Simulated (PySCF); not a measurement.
C₂H₁₂FPSi₄

The calculation's input:

```
{"job": {"kind": "nmr", "xc": "PBE0", "basis": "pcSseg-1"}, "charge": 0, "multiplicity": 1}
F      0.698341    -2.238422    -0.763775
Si     0.461187    -0.715921    -0.225663
P     -1.491238    -0.149187    -1.154757
Si    -1.877645     1.774417    -0.107899
Si    -2.830323    -1.557255    -0.070047
C      1.986111     0.350413    -0.722882
C      2.770318     0.358504     0.610738
Si     1.489547    -0.375541     1.844575
H     -0.897763     2.741192    -0.598414
H     -1.763195     1.666043     1.350754
H     -3.232169     2.187924    -0.466848
H     -4.200982    -1.167127    -0.396020
H     -2.630523    -1.493876     1.382752
H     -2.532308    -2.900865    -0.551432
H      1.703932     1.362336    -1.011960
H      2.578633    -0.053539    -1.541260
H      3.648822    -0.281334     0.529489
H      3.139069     1.352346     0.858885
H      2.017254    -1.475925     2.658370
H      0.957782     0.626495     2.778278
```

Command:

```sh
OMP_NUM_THREADS=1 python probes_run.py task.json out
```

Geometry: GFN2-xTB.

Method: PBE0/pcSseg-1, SCF density, gas phase, non-relativistic (PySCF).

Q: Predict the electron density and electron localisation function between the atoms.

A: C–Si (1.93 Å): ρ at the midpoint is about 0.91 e/Å³; the ELF peaks at about 0.95 between the atoms, as expected for a covalent bond.
Si–P (2.24 Å): ρ at the midpoint is about 0.74 e/Å³; the ELF peaks at about 0.95 between the atoms (a shared electron pair).

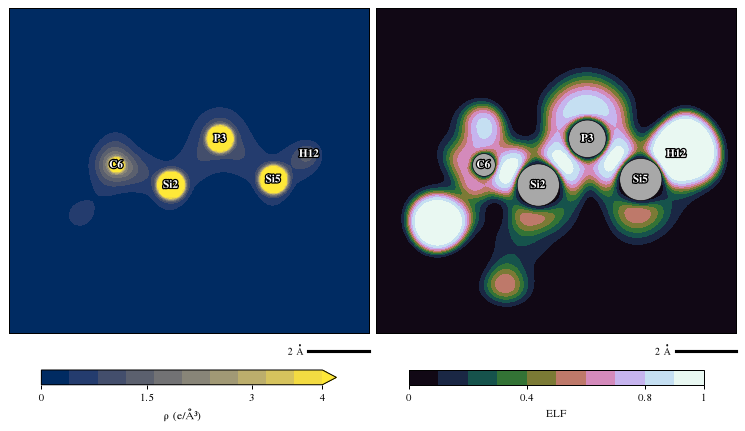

Computed electron density and electron localisation function on the plane of atoms Si2, P3 and Si5, in this order. Grey discs cover the atomic cores in the ELF map. 
